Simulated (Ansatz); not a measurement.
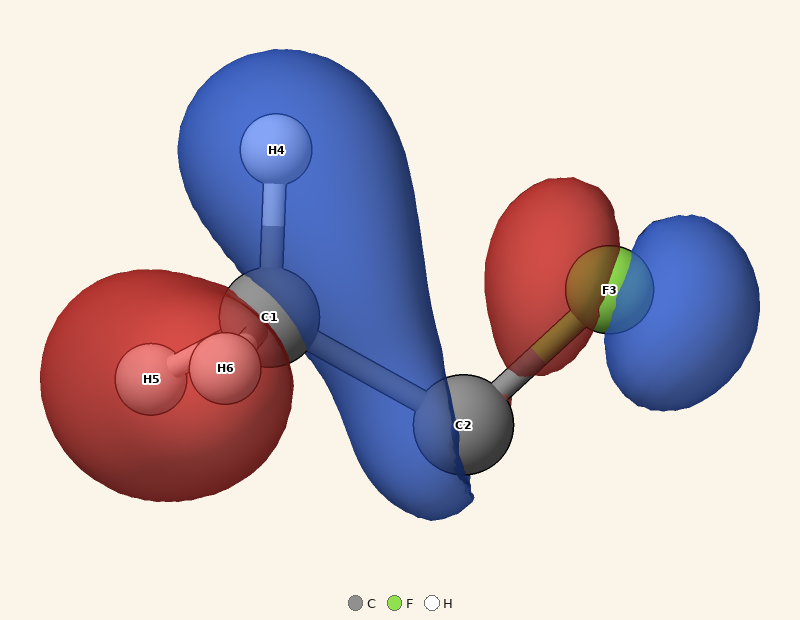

Figure 1: C2H3F (SMILES C[C]F). The HOMO−1 at ±0.15 Å⁻³ᐟ² (red and blue are the two phases), seen across its widest extent.

Geometry: PBE0-D3(BJ)/def2-SVP.

Computed with isolated molecule in a Gaussian basis; Kohn-Sham density functional theory, functional PBE0 in Ansatz 0.2.0.

| atom | x (Å) | y (Å) | z (Å) |
| --- | --- | --- | --- |
| C | -1.0023 | 2.7211 | 1.6609 |
| C | -1.5642 | 2.2100 | 2.9319 |
| F | -1.5663 | 0.9020 | 2.8649 |
| H | -0.8912 | 1.9829 | 0.8488 |
| H | -1.5661 | 3.6126 | 1.3458 |
| H | -0.0064 | 3.1101 | 1.9531 |

> Describe this orbital and give its energy.

Its weight (Hirshfeld) is mainly on C1 (about 35 %), F3 (about 25 %), H4 (about 10 %), H5 (about 10 %), C2 (about 10 %) and H6 (about 5 %). Its energy is −11.38 eV.
